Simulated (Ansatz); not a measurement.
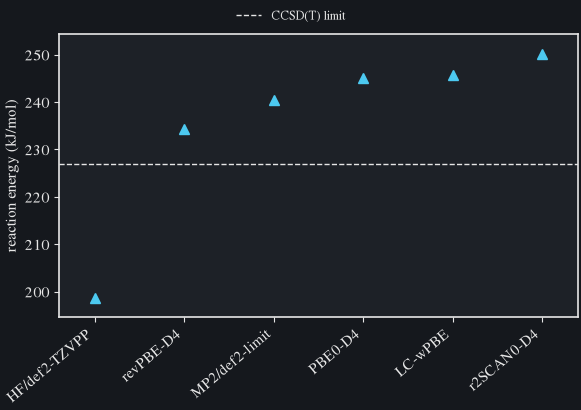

Electronic reaction energy of BGeSiH₆Cl ([SiH3][BH][GeH2][Cl]) → BGeH₄Cl ([BH2][GeH2][Cl]) + SiH₂ ([SiH2]) [singlet] (SMILES in brackets) at several levels (functionals in def2-TZVPP unless a basis is named), isolated molecules at PBE0-D4 triple-zeta geometries, minima by their frequencies, no zero-point or thermal terms, the Ansatz code. The line is frozen-core CCSD(T) at the basis limit (MP2 extrapolated from triple and quadruple zeta, plus CCSD(T) less MP2 in a smaller set). No dispersion term is added to LC-wPBE. The limit lies 6.2 kJ/mol from CCSD(T)/def2-TZVPP, so the line itself is uncertain by a part of that.

Which level comes closest to the line (CCSD(T) limit), and which misses most?

Closest revPBE-D4 (234.4 kJ/mol), against 227.0 kJ/mol; farthest HF/def2-TZVPP (198.7 kJ/mol).

Give the values.

```
         level  kJ/mol  less CCSD(T) limit
 HF/def2-TZVPP   198.7               −28.3
     revPBE-D4   234.4                 7.3
MP2/def2-limit   240.4                13.3
       PBE0-D4   245.0                18.0
       LC-wPBE   245.8                18.8
    r2SCAN0-D4   250.2                23.2
 CCSD(T) limit   227.0                 0.0
```

Known limits of this run: no scalar relativity up to krypton; outer-core shells are correlated without core-valence functions, which makes the correlated values less sure; one conformer of each flexible molecule.
